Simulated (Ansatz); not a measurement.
```
atom    x (Å)    y (Å)    z (Å)
   F  -0.4445   0.3575  -2.2350
   C  -0.1144   0.2332  -0.9454
   C  -0.7532  -0.6429  -0.1922
   C  -0.5186  -0.9402   1.2457
   F  -0.3047  -2.2761   1.3806
   F  -1.6473  -0.6510   1.9477
   C   0.9886   1.2061  -0.6393
   F   1.1972   1.3391   0.6864
   F   2.1409   0.7721  -1.2002
   H  -1.5372  -1.2307  -0.6592
   H   0.3148  -0.4126   1.7040
   H   0.7554   2.1906  -1.0591
```

Geometry: PBE0-D4/def2-TZVP.

Method: Ansatz 0.2.0, RKS PBE0-D4/def2-TZVPP.

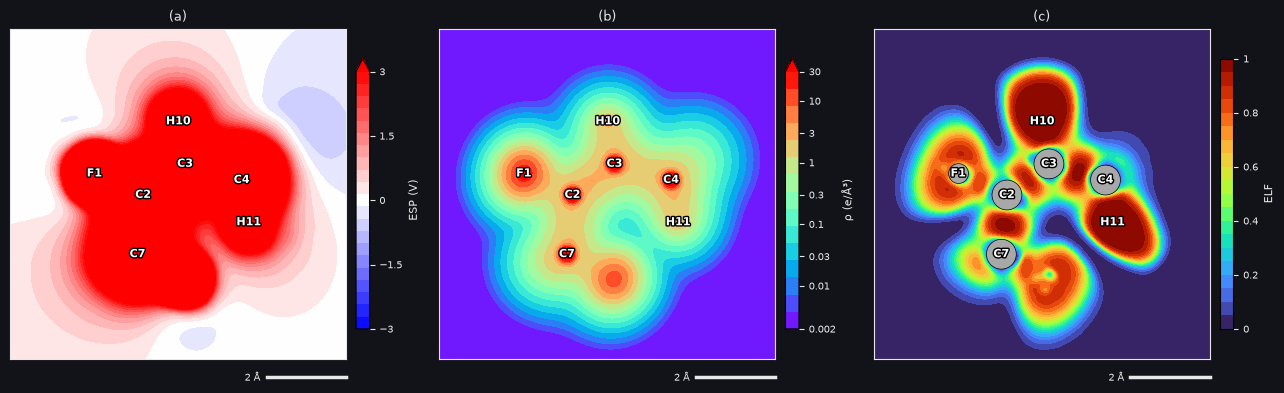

C4H3F5. (a) molecular electrostatic potential; (b) total electron density; (c) electron localisation function on the plane of atoms F1, C2 and C7. Grey discs cover the atomic cores in the ELF map.

### What do the fields say about this system?

Atoms in the plane: F, C and H.
C–C (1.32 Å): ρ is about 2.4 e/Å³ halfway; the ELF peaks at about 0.90 between the atoms: a multiple bond.
C–F (1.34 Å): ρ at the midpoint is about 2.3 e/Å³; the ELF peaks at about 0.85 between the atoms; a polar covalent bond.
C–H (1.09 Å): the density is about 2.1 e/Å³ at the midpoint; the ELF climbs to about 1 towards the hydrogen, as it does in any bond to H; an ordinary covalent bond to hydrogen.
C–C (1.49 Å): the density is about 1.9 e/Å³ at the midpoint; the ELF peaks at about 0.95 between the atoms: a covalent bond.
The ELF also peaks beside F8 and F1, away from the bonds: lone-pair regions.
Outside the dense part of the molecule the potential is most negative (−0.6 V) near F5, which lies off the plane.
